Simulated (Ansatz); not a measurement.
**Zinc, A15 under PBEsol: structure and ground-state energy**

Aim: take zinc in the A15 structure, relax it, then solve it on a dense k-mesh. Spin polarisation is left out. The k-meshes are 5×5×5 for the relaxation; 7×7×7 for the dense run.

Method: DFT PBEsol, plane waves (420 eV) with PAW, scalar-relativistic; the PAW data stem from PBE, with regenerated cores, in Ansatz 0.2.0.

### 1 Starting point

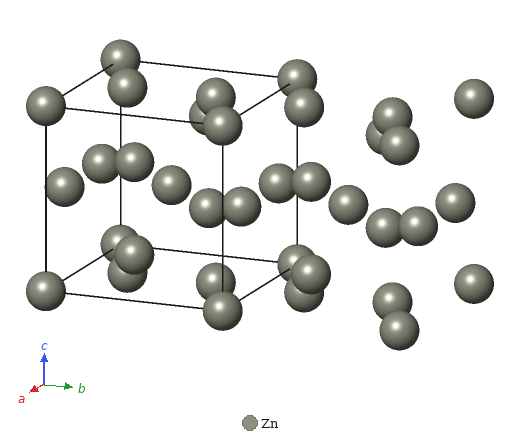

Start, viewed slightly off an axis; zinc grey. 1×2×1 cells are drawn. Any atoms on the faces are drawn again on the opposite ones.

As a file:

```xyz
8
Lattice="4.9554 0.0000 0.0000 0.0000 4.9554 0.0000 0.0000 0.0000 4.9554" Properties=species:S:1:pos:R:3 pbc="T T T"
Zn    0.0000    0.0000    0.0000
Zn    2.4777    2.4777    2.4777
Zn    1.2388    0.0000    2.4777
Zn    3.7165    0.0000    2.4777
Zn    2.4777    1.2388    0.0000
Zn    2.4777    3.7165    0.0000
Zn    0.0000    2.4777    1.2388
Zn    0.0000    2.4777    3.7165
```

### 2 Relaxation of the cell

The input, input.yaml:

```yaml
crystal:
  lattice:
    - [4.9553948694, 0.0, 0.0]
    - [0.0, 4.9553948694, 0.0]
    - [0.0, 0.0, 4.9553948694]
  atoms:
    - { symbol: Zn, position: [0.0, 0.0, 0.0] }
    - { symbol: Zn, position: [0.5, 0.5, 0.5] }
    - { symbol: Zn, position: [0.25, 0.0, 0.5] }
    - { symbol: Zn, position: [0.75, 0.0, 0.5] }
    - { symbol: Zn, position: [0.5, 0.25, 0.0] }
    - { symbol: Zn, position: [0.5, 0.75, 0.0] }
    - { symbol: Zn, position: [0.0, 0.5, 0.25] }
    - { symbol: Zn, position: [0.0, 0.5, 0.75] }
hamiltonian:
  xc: pbesol
  pseudopotentials:
    kind: paw
    azcp:
      Zn: "pseudopotentials/Zn.paw.azcp"
basis:
  ecutwfc: 420
  fft_grid_basis: typed
kpoints:
  mp_grid: { grid: [5, 5, 5], shift: [0, 0, 0] }
magnetization:
  spin_polarized: false
scf:
  occupations: { method: fermi_dirac, width: 0.1 }
relax:
  max_steps: 60
  f_tol: 0.01
  cell: {}
```

Started as:

```bash
ansatz run input.yaml --threads 4 --pin off --max-ram 8192MiB --backend cpu --events-out ev --progress --plain --runs-dir out
```

Log:

```text
Warning: <dir> the record states the generating functional pbe (its physics header spells it `PBE`), which answers neither for hamiltonian.xc's functional nor for the pbesol family's — results may be inconsistent (PPs are generated against a specific XC)
Warning: RAYON_NUM_THREADS=4 ignored (pool sized by the plan → 4); use --threads N
Engine: ansatz 0.2.0, aarch64-unknown-linux-gnu
Pseudopotentials: kind: paw
Pseudopotential: Zn, paw, valence charge 12, recommended cutoff 420 eV (normal), <dir>
Functional definition: PBEsol
  exchange = pbesol_x
  correlation = pbesol_c
Crystal: 8 atoms, lattice volume = 121.684 Å³
Basis set: ecut = 420 eV, 2373 PW (Γ), exchange–correlation on 72×72×72 points (8 copies of the dense FFT grid, shifted against one another)
Bands: 58, of which v1, the nominal top of the filled ones, is band 48 counted from 1 (47 counted from 0)
Symmetry: 48 space group operations
Space group: Pm-3n (ITA 223), of the structure as read, at distance tolerance 5.0e-5 Å
k-points: 10 of 125
Non-local potential: Zn, projectors of the file, l = 0: 2, l = 1: 2, l = 2: 3, l = 3: 1
PAW form: soft (Blöchl's): semilocal exchange-correlation on the pseudo side does not see the compensation charge
PAW frozen core: Zn, regenerated for the run's functional, and the local potential with it (the file was generated under x = pbe(κ = 0.804, μ = 0.2195149727645171), c = pbe(β = 0.06672455060314922))
PAW one-centre angular grid: Zn, 590 points (default); XC on 64 Gauss nodes
Initial density: superposition of atomic densities (neutral atoms: chi_scale 0, normalization atom), corrected by the library's trained network
Initial wavefunctions: pseudopotential atomic-orbital guess
Functional: x = pbesol(κ = 0.804, μ = 0.12345679012345678), c = pbesol(β = 0.046)
SCF iter   1: F=—  HF=-26246.801963 eV  |F-HF|=—  |Δ(HF+E_count)|=         —  Δρ=4.52e-3  dr2=1.63e-2  ethr=1.77e-3  ⟨swp⟩=7.7  Hψ=2416  notcnv=0  defer=2
preconditioner: auto → Kerker (q_TF=auto, 2.623 Å⁻¹)  [metal: Δε(μ)=0.095 eV  Ē_g=10.673 eV  σ=0.100 eV  W_gap=0.23  n_scr=32 (ndim 8)  ℏωp=33.0 eV  f_vac=0.000  D(μ)=2.59/eV (n_scr^D=18)]
SCF iter   2: F=—  HF=-26246.798215 eV  |F-HF|=—  |Δ(HF+E_count)|=   3.75e-3  Δρ=1.08e-3  dr2=1.73e-3  ethr=1.70e-5  ⟨swp⟩=2.0  Hψ=1120  notcnv=0  defer=6
SCF iter   3: F=—  HF=-26246.797229 eV  |F-HF|=—  |Δ(HF+E_count)|=   9.86e-4  Δρ=9.56e-4  dr2=1.41e-3  ethr=1.81e-6  ⟨swp⟩=2.0  Hψ=995  notcnv=0  defer=6
SCF iter   4: F=—  HF=-26246.796770 eV  |F-HF|=—  |Δ(HF+E_count)|=   4.59e-4  Δρ=2.78e-4  dr2=1.65e-4  ethr=1.47e-6  ⟨swp⟩=2.7  Hψ=1019  notcnv=0  defer=6
SCF iter   5: F=—  HF=-26246.796733 eV  |F-HF|=—  |Δ(HF+E_count)|=   3.75e-5  Δρ=2.10e-4  dr2=2.88e-5  ethr=1.71e-7  ⟨swp⟩=2.0  Hψ=1013  notcnv=0  defer=6
SCF iter   6: F=—  HF=-26246.796627 eV  |F-HF|=—  |Δ(HF+E_count)|=   1.06e-4  Δρ=3.66e-5  dr2=1.49e-6  ethr=3.00e-8  ⟨swp⟩=2.0  Hψ=1032  notcnv=0  defer=6
SCF iter   7: F=—  HF=-26246.796627 eV  |F-HF|=—  |Δ(HF+E_count)|=   5.02e-7  Δρ=1.16e-5  dr2=1.54e-7  ethr=1.55e-9  ⟨swp⟩=2.0  Hψ=1045  notcnv=0  defer=6
SCF iter   8: F=-26246.796627 eV  HF=-26246.796627 eV  |F-HF|=6.62e-10  |Δ(HF+E_count)|=   6.68e-8  Δρ=2.63e-6  dr2=5.79e-9  ethr=1.04e-10  ⟨swp⟩=4.2  Hψ=2129  notcnv=0
SCF 1 converged in 8 iterations: F = -26246.796627 eV  dr2 = 5.79e-9
relax step   1: F+E_penalty+E_count = -26246.79662722 eV  Δ(F+E_penalty+E_count) = +0.000e0 eV  max|allowed force component| = 3.397e-17 eV/Å  Δτ_max = 0.0000 Å  P = -4.617 GPa  Ω = 121.684 Å³  (8 SCF iters, dr2 threshold 1.00e-7 eV, accepted)
Crystal: 8 atoms, lattice volume = 115.939 Å³
Basis set: ecut = 420 eV, 2301 PW (Γ), exchange–correlation on 72×72×72 points (8 copies of the dense FFT grid, shifted against one another)
Initial density: handed on by an earlier stage of this run
Initial wavefunctions: those handed on with the density
iter 1 solved again at ethr=2.56e-5 eV; its pass at ethr=3.10e-3 eV (dr2=2.46e-2 eV) is discarded
SCF iter   1: F=—  HF=-26246.916153 eV  |F-HF|=—  |Δ(HF+E_count)|=         —  Δρ=5.68e-3  dr2=2.49e-2  ethr=2.56e-5  ⟨swp⟩=1.3  Hψ=2969  notcnv=0
preconditioner: auto → Kerker (q_TF=auto, 2.644 Å⁻¹)  [metal: Δε(μ)=0.187 eV  Ē_g=10.934 eV  σ=0.100 eV  W_gap=0.43  n_scr=32 (ndim 8)  ℏωp=33.8 eV  f_vac=0.000  D(μ)=2.17/eV (n_scr^D=18)]
SCF iter   2: F=—  HF=-26246.909984 eV  |F-HF|=—  |Δ(HF+E_count)|=   6.17e-3  Δρ=1.15e-3  dr2=1.36e-3  ethr=2.56e-5  ⟨swp⟩=2.0  Hψ=988  notcnv=0
SCF iter   3: F=—  HF=-26246.908412 eV  |F-HF|=—  |Δ(HF+E_count)|=   1.57e-3  Δρ=1.30e-3  dr2=1.81e-3  ethr=1.42e-6  ⟨swp⟩=2.0  Hψ=1034  notcnv=0
SCF iter   4: F=—  HF=-26246.907715 eV  |F-HF|=—  |Δ(HF+E_count)|=   6.97e-4  Δρ=3.93e-4  dr2=6.03e-5  ethr=1.42e-6  ⟨swp⟩=2.0  Hψ=900  notcnv=0
SCF iter   5: F=—  HF=-26246.907768 eV  |F-HF|=—  |Δ(HF+E_count)|=   5.27e-5  Δρ=2.29e-4  dr2=2.91e-5  ethr=6.28e-8  ⟨swp⟩=2.0  Hψ=1055  notcnv=0
SCF iter   6: F=—  HF=-26246.907749 eV  |F-HF|=—  |Δ(HF+E_count)|=   1.94e-5  Δρ=3.43e-5  dr2=9.66e-7  ethr=3.03e-8  ⟨swp⟩=2.0  Hψ=1049  notcnv=0
SCF iter   7: F=-26246.907749 eV  HF=-26246.907749 eV  |F-HF|=5.18e-8  |Δ(HF+E_count)|=   8.80e-7  Δρ=1.18e-5  dr2=1.07e-7  ethr=8.33e-10  ⟨swp⟩=4.3  Hψ=2146  notcnv=0
SCF 2 converged in 7 iterations: F = -26246.907749 eV  dr2 = 1.07e-7
relax step   2: F+E_penalty+E_count = -26246.90774944 eV  Δ(F+E_penalty+E_count) = -1.111e-1 eV  max|allowed force component| = 7.879e-17 eV/Å  Δτ_max = 0.0000 Å  P = -1.176 GPa  Ω = 115.939 Å³  energy of the carried Pulay correction = +3.881e-3 eV  (7 SCF iters, dr2 threshold 8.00e-7 eV, accepted)
Crystal: 8 atoms, lattice volume = 114.099 Å³
Basis set: ecut = 420 eV, 2205 PW (Γ), exchange–correlation on 72×72×72 points (8 copies of the dense FFT grid, shifted against one another)
iter 1 solved again at ethr=3.24e-6 eV; its pass at ethr=3.10e-3 eV (dr2=3.11e-3 eV) is discarded
SCF iter   1: F=—  HF=-26246.915900 eV  |F-HF|=—  |Δ(HF+E_count)|=         —  Δρ=1.98e-3  dr2=2.98e-3  ethr=3.24e-6  ⟨swp⟩=2.0  Hψ=2891  notcnv=0
preconditioner: auto → Kerker (q_TF=auto, 2.651 Å⁻¹)  [metal: Δε(μ)=0.214 eV  Ē_g=11.073 eV  σ=0.100 eV  W_gap=0.48  n_scr=32 (ndim 8)  ℏωp=34.1 eV  f_vac=0.000  D(μ)=2.04/eV (n_scr^D=6)]
SCF iter   2: F=—  HF=-26246.915163 eV  |F-HF|=—  |Δ(HF+E_count)|=   7.37e-4  Δρ=4.04e-4  dr2=1.68e-4  ethr=3.10e-6  ⟨swp⟩=2.0  Hψ=988  notcnv=0
SCF iter   3: F=—  HF=-26246.914933 eV  |F-HF|=—  |Δ(HF+E_count)|=   2.30e-4  Δρ=4.61e-4  dr2=2.19e-4  ethr=1.75e-7  ⟨swp⟩=2.0  Hψ=1037  notcnv=0
SCF iter   4: F=—  HF=-26246.914848 eV  |F-HF|=—  |Δ(HF+E_count)|=   8.45e-5  Δρ=1.38e-4  dr2=7.26e-6  ethr=1.75e-7  ⟨swp⟩=2.0  Hψ=902  notcnv=0
SCF iter   5: F=—  HF=-26246.914861 eV  |F-HF|=—  |Δ(HF+E_count)|=   1.29e-5  Δρ=8.12e-5  dr2=3.62e-6  ethr=7.56e-9  ⟨swp⟩=2.0  Hψ=1055  notcnv=0
SCF iter   6: F=-26246.914859 eV  HF=-26246.914859 eV  |F-HF|=8.22e-8  |Δ(HF+E_count)|=   2.43e-6  Δρ=1.23e-5  dr2=1.26e-7  ethr=8.33e-10  ⟨swp⟩=3.4  Hψ=2673  notcnv=0
SCF 3 converged in 6 iterations: F = -26246.914859 eV  dr2 = 1.26e-7
relax step   3: F+E_penalty+E_count = -26246.91485881 eV  Δ(F+E_penalty+E_count) = -7.109e-3 eV  max|allowed force component| = 6.896e-17 eV/Å  Δτ_max = 0.0000 Å  P = +0.184 GPa  Ω = 114.099 Å³  energy of the carried Pulay correction = +5.164e-3 eV  (6 SCF iters, dr2 threshold 8.00e-7 eV, accepted)
Crystal: 8 atoms, lattice volume = 114.335 Å³
iter 1 solved again at ethr=6.42e-8 eV; its pass at ethr=3.10e-3 eV (dr2=6.16e-5 eV) is discarded
SCF iter   1: F=—  HF=-26246.914883 eV  |F-HF|=—  |Δ(HF+E_count)|=         —  Δρ=2.54e-4  dr2=4.80e-5  ethr=6.42e-8  ⟨swp⟩=2.1  Hψ=2384  notcnv=0
preconditioner: auto → Kerker (q_TF=auto, 2.650 Å⁻¹)  [metal: Δε(μ)=0.206 eV  Ē_g=11.087 eV  σ=0.100 eV  W_gap=0.47  n_scr=32 (ndim 8)  ℏωp=34.0 eV  f_vac=0.000  D(μ)=2.07/eV (n_scr^D=6)]
SCF iter   2: F=—  HF=-26246.914834 eV  |F-HF|=—  |Δ(HF+E_count)|=   4.94e-5  Δρ=4.69e-5  dr2=2.25e-6  ethr=5.00e-8  ⟨swp⟩=2.0  Hψ=988  notcnv=0
SCF iter   3: F=—  HF=-26246.914831 eV  |F-HF|=—  |Δ(HF+E_count)|=   3.03e-6  Δρ=5.43e-5  dr2=3.05e-6  ethr=2.34e-9  ⟨swp⟩=2.0  Hψ=1042  notcnv=0
SCF iter   4: F=—  HF=-26246.914830 eV  |F-HF|=—  |Δ(HF+E_count)|=   1.15e-6  Δρ=1.76e-5  dr2=1.08e-7  ethr=2.34e-9  ⟨swp⟩=2.0  Hψ=957  notcnv=0
SCF iter   5: F=—  HF=-26246.914830 eV  |F-HF|=—  |Δ(HF+E_count)|=   2.14e-7  Δρ=1.04e-5  dr2=6.18e-8  ethr=8.85e-11  ⟨swp⟩=5.0  Hψ=2446  notcnv=0
SCF iter   6: F=-26246.914830 eV  HF=-26246.914830 eV  |F-HF|=3.78e-10  |Δ(HF+E_count)|=   4.12e-8  Δρ=1.54e-6  dr2=1.96e-9  ethr=6.43e-11  ⟨swp⟩=4.5  Hψ=2189  notcnv=0
SCF 4 converged in 6 iterations: F = -26246.914830 eV  dr2 = 1.96e-9
relax step   4: F+E_penalty+E_count = -26246.91482971 eV  Δ(F+E_penalty+E_count) = +2.910e-5 eV  max|allowed force component| = 6.028e-17 eV/Å  Δτ_max = 0.0000 Å  P = +0.002 GPa  Ω = 114.335 Å³  energy of the carried Pulay correction = +4.998e-3 eV  (6 SCF iters, dr2 threshold 8.50e-8 eV, accepted)
Initial wavefunctions: pseudopotential atomic-orbital guess (no wavefunctions were taken with the density)
iter 1 solved again at ethr=7.45e-9 eV; its pass at ethr=3.10e-3 eV (dr2=7.15e-6 eV) is discarded
SCF iter   1: F=—  HF=-26246.910142 eV  |F-HF|=—  |Δ(HF+E_count)|=         —  Δρ=1.15e-4  dr2=4.16e-6  ethr=7.45e-9  ⟨swp⟩=4.1  Hψ=4351  notcnv=0
preconditioner: auto → Kerker (q_TF=auto, 2.650 Å⁻¹)  [metal: Δε(μ)=0.206 eV  Ē_g=11.084 eV  σ=0.100 eV  W_gap=0.47  n_scr=32 (ndim 8)  ℏωp=34.0 eV  f_vac=0.000  D(μ)=2.07/eV (n_scr^D=6)]
SCF iter   2: F=—  HF=-26246.910103 eV  |F-HF|=—  |Δ(HF+E_count)|=   3.88e-5  Δρ=1.95e-4  dr2=2.10e-5  ethr=4.33e-9  ⟨swp⟩=3.0  Hψ=1488  notcnv=0
SCF iter   3: F=—  HF=-26246.910102 eV  |F-HF|=—  |Δ(HF+E_count)|=   1.51e-6  Δρ=4.16e-5  dr2=9.56e-7  ethr=4.33e-9  ⟨swp⟩=2.0  Hψ=1060  notcnv=0
SCF iter   4: F=—  HF=-26246.910100 eV  |F-HF|=—  |Δ(HF+E_count)|=   2.03e-6  Δρ=8.96e-6  dr2=3.26e-8  ethr=9.96e-10  ⟨swp⟩=2.0  Hψ=1058  notcnv=0
SCF iter   5: F=—  HF=-26246.910100 eV  |F-HF|=—  |Δ(HF+E_count)|=   2.08e-7  Δρ=2.87e-6  dr2=4.19e-9  ethr=3.39e-11  ⟨swp⟩=3.1  Hψ=1433  notcnv=0
SCF iter   6: F=—  HF=-26246.910100 eV  |F-HF|=—  |Δ(HF+E_count)|=   1.22e-9  Δρ=1.38e-6  dr2=4.79e-10  ethr=4.37e-12  ⟨swp⟩=2.0  Hψ=1053  notcnv=0
SCF iter   7: F=-26246.910100 eV  HF=-26246.910100 eV  |F-HF|=7.64e-11  |Δ(HF+E_count)|=  4.33e-10  Δρ=4.32e-7  dr2=4.00e-11  ethr=1.00e-12  ⟨swp⟩=5.0  Hψ=2428  notcnv=0
SCF 5 converged in 7 iterations: F = -26246.910100 eV  dr2 = 4.00e-11
relax step   5: F+E_penalty+E_count = -26246.91009977 eV  Δ(F+E_penalty+E_count) = +4.730e-3 eV  max|allowed force component| = 6.173e-17 eV/Å  Δτ_max = 0.0000 Å  P = -0.016 GPa  Ω = 114.335 Å³  stress off target by 1.59e-2 GPa  SCF on the basis re-selected at this cell (its energy is not comparable with the rows above)  (7 SCF iters)
basis re-selected at this cell: Δ(F+E_penalty+E_count) = +4.730e-3 eV, ΔP = -0.018 GPa vs the last step (what re-selecting the basis moved, of the pressure what is left beyond the Pulay correction that the steps carried, after the strain that the cell walked since its last selection, with what the two solves' SCF thresholds leave and, on support functions, any second-order correction that the steps lacked; it is no measure of the basis error at this ecutwfc). This SCF's stress stands 1.59e-2 GPa from its target on what of the cell is left free (relax.cell.stress_tol is 5.00e-2 GPa) and its largest allowed force component is 6.17e-17 eV/Å (relax.f_tol is 1.00e-2 eV/Å): within both
SCF converged after 7 iterations
Free energy (F): -26246.910100 eV
Harris-Foulkes:  -26246.910100 eV  (|F-HF|=7.64e-11)
Internal energy: -26246.841683 eV  (E = F + TS)
E sigma→0 (E₀):  -26246.875891 eV
Entropy (-TS):   -0.068417 eV (-8.552 meV/atom)
Fermi energy:    11.823655 eV
--- Per-component energies (eV) ---
  E_band       = 452.378832
  E_kinetic    = 1054.060667
  E_local      = -11973.118210  (includes V_loc(G=0)·N_el)
  E_nonlocal   = 4891.839527
  E_hartree    = 5015.947274
  E_xc         = -1093.747418
  E_vxc        = -430.563758  (∫ρ·V_xc dr)
  E_paw        = -14299.080085  (= ΣΔE_a)
  E_vpaw       = -3121.731086  (= ΣTr[D̂ρ^β])
  E_aug_tail   = -0.002905  (compensation charges beyond the density's cutoff)
  E_ewald      = -9849.119373
  E_core_change = 6.378839  (= ΣΔE_core)
  E_smearing   = -0.068417  (= −TS)
  E_closure    = -0.000000  (closes the sum)
  Σ components = -26246.910100   (vs F -26246.910100, Δ=0.00e0)
--- Forces (eV/Å), atoms counted from 1 ---
  atom   1  Zn    -0.00000000     0.00000000     0.00000000
  atom   2  Zn    -0.00000000     0.00000000     0.00000000
  atom   3  Zn     0.00000000     0.00000000    -0.00000000
  atom   4  Zn    -0.00000000    -0.00000000     0.00000000
  atom   5  Zn    -0.00000000     0.00000000    -0.00000000
  atom   6  Zn     0.00000000     0.00000000     0.00000000
  atom   7  Zn    -0.00000000     0.00000000     0.00000000
  atom   8  Zn    -0.00000000    -0.00000000    -0.00000000
  max |Σ_I F_I| component: 5.09e-17 eV/Å
--- Stress (GPa, compression-positive) ---
       -0.015927       0.000000      -0.000000
        0.000000      -0.015927      -0.000000
       -0.000000      -0.000000      -0.015927
  P = ⅓ Tr σ = -0.0159 GPa (-0.159 kbar)
--- Relaxed structure (4 steps of the walk, 4 accepted, 1 SCFs on fresh bases) ---
  F+E_penalty+E_count = -26246.91009977 eV   max|allowed force component| = 6.173e-17 eV/Å   (the final SCF, on the basis selected at the relaxed cell)
  cell:  # Å, volume = 114.3349 Å³
    - [4.853550774552925, 7.462978534500538e-34, 5.055566104016494e-34]
    - [-2.808647835564719e-34, 4.853550774552925, 0.0]
    - [5.055566104016494e-34, 0.0, 4.853550774552925]
  atoms:
    - { symbol: Zn, position: [4.090979503345946e-34, -2.147713633374591e-34, 4.858164674928388e-36] }
    - { symbol: Zn, position: [0.5, 0.5, 0.5] }
    - { symbol: Zn, position: [0.25, 1.5444915195709832e-34, 0.5] }
    - { symbol: Zn, position: [0.75, -1.0121176406100819e-36, 0.5] }
    - { symbol: Zn, position: [0.5, 0.25, -9.716329349856775e-36] }
    - { symbol: Zn, position: [0.5, 0.75, -9.716329349856775e-36] }
    - { symbol: Zn, position: [-2.872389864051409e-34, 0.5, 0.25] }
    - { symbol: Zn, position: [-2.7428388060533184e-34, 0.5, 0.75] }
```

Run time: 5.4 s. Hardware: 4 threads of Arm Neoverse V2, shared host; peak memory 0.51 GiB.

Step by step:

```tsv
step	energy change (meV/atom)	largest force (eV/Å)	pressure (GPa)	volume (Å³/atom)
1	0.00	0.0000	-4.62	15.211
2	-13.89	0.0000	-1.18	14.492
3	-14.78	0.0000	0.18	14.262
4	-14.78	0.0000	0.00	14.292
5	-14.18	0.0000	-0.02	14.292
```

Steps that repeat a cell are solved on a basis chosen anew, so their changes of energy are no gain of the relaxation.

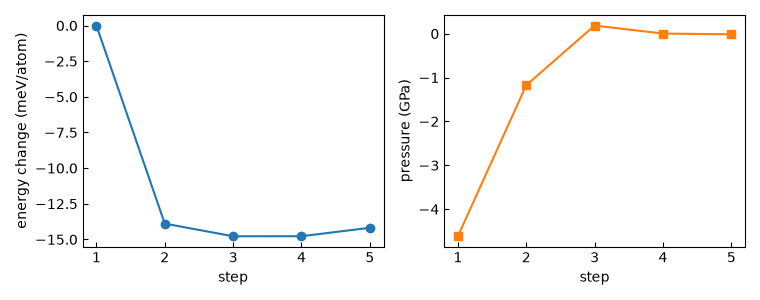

Energy and pressure over the accepted steps.

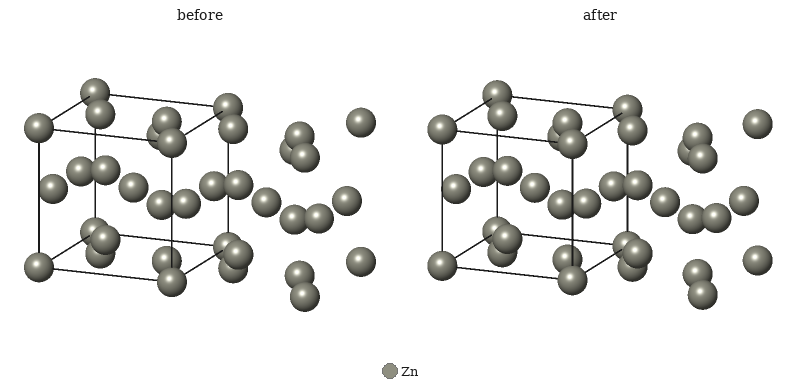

The structure before (left) and after (right), drawn at the same scale. The cells drawn are those of the first picture.

The cell of the run, before and after:

|  | before | after | change |
| --- | --- | --- | --- |
| a (Å) | 4.955 | 4.854 | -2.1 % |
| b (Å) | 4.955 | 4.854 | -2.1 % |
| c (Å) | 4.955 | 4.854 | -2.1 % |
| volume (Å³/atom) | 15.211 | 14.292 | -6.0 % |
| shortest distance (Å) | 2.478 | 2.427 | -2.1 % |
| space group (spins left aside) | Pm-3n | Pm-3n | same |

### 3 The energy on a finer k-mesh

The input, input.yaml:

```yaml
crystal:
  lattice:
    - [4.8535507746, 0.0, 0.0]
    - [0.0, 4.8535507746, 0.0]
    - [0.0, 0.0, 4.8535507746]
  atoms:
    - { symbol: Zn, position: [0.0, 1.0, 0.0] }
    - { symbol: Zn, position: [0.5, 0.5, 0.5] }
    - { symbol: Zn, position: [0.25, 0.0, 0.5] }
    - { symbol: Zn, position: [0.75, 1.0, 0.5] }
    - { symbol: Zn, position: [0.5, 0.25, 1.0] }
    - { symbol: Zn, position: [0.5, 0.75, 1.0] }
    - { symbol: Zn, position: [1.0, 0.5, 0.25] }
    - { symbol: Zn, position: [1.0, 0.5, 0.75] }
hamiltonian:
  xc: pbesol
  pseudopotentials:
    kind: paw
    azcp:
      Zn: "pseudopotentials/Zn.paw.azcp"
basis:
  ecutwfc: 420
  fft_grid_basis: typed
kpoints:
  mp_grid: { grid: [7, 7, 7], shift: [0, 0, 0] }
magnetization:
  spin_polarized: false
scf:
  occupations: { method: fermi_dirac, width: 0.1 }
```

Started as:

```bash
ansatz run input.yaml --threads 4 --pin off --max-ram 8192MiB --backend cpu --events-out ev --progress --plain --runs-dir out
```

Log, shortened:

```text
Warning: <dir> the record states the generating functional pbe (its physics header spells it `PBE`), which answers neither for hamiltonian.xc's functional nor for the pbesol family's — results may be inconsistent (PPs are generated against a specific XC)
Warning: RAYON_NUM_THREADS=4 ignored (pool sized by the plan → 4); use --threads N
[...]
[... 3 set-up lines as earlier in the session ...]
[...]
Crystal: 8 atoms, lattice volume = 114.335 Å³
Basis set: ecut = 420 eV, 2205 PW (Γ)
Bands: 56, of which v1, the nominal top of the filled ones, is band 48 counted from 1 (47 counted from 0)
[... 1 set-up line as earlier in the session ...]
Space group: Pm-3n (ITA 223), of the structure as read, at distance tolerance 4.9e-5 Å
k-points: 20 of 343
[...]
SCF iter   1: F=—  HF=-26246.962202 eV  |F-HF|=—  |Δ(HF+E_count)|=         —  Δρ=5.26e-3  dr2=1.62e-2  ethr=1.77e-3  ⟨swp⟩=8.9  Hψ=5082  notcnv=0  defer=2
[...]
SCF iter   8: F=-26246.956484 eV  HF=-26246.956484 eV  |F-HF|=6.55e-10  |Δ(HF+E_count)|=   3.72e-8  Δρ=1.60e-6  dr2=1.90e-9  ethr=1.04e-10  ⟨swp⟩=3.0  Hψ=2975  notcnv=0
[...]
SCF converged after 8 iterations
Free energy (F): -26246.956484 eV
[...]
E sigma→0 (E₀):  -26246.919412 eV
Entropy (-TS):   -0.074144 eV (-9.268 meV/atom)
Fermi energy:    11.673958 eV
[...]
```

It took 1.9 s on 4 threads of Arm Neoverse V2, shared host; peak memory 0.49 GiB.

### 4 Results

| quantity | value |
| --- | --- |
| space group (spins left aside) | Pm-3n (No. 223) |
| conventional cell | a = 4.854 Å |
| volume | 14.292 Å³/atom |
| shortest distance | 2.427 Å |
| gap on the mesh | none (levels filled in part) |
| relative to hcp | +40 meV/atom |

From the guessed start the volume shrank by 6.0 % in 5 steps. It lies 40 meV/atom above the element's reference form at the same level (hcp, from a run of its own). No gap shows: it is a metal or semimetal at this level. Relaxation kept the symmetry; phonons were not checked.
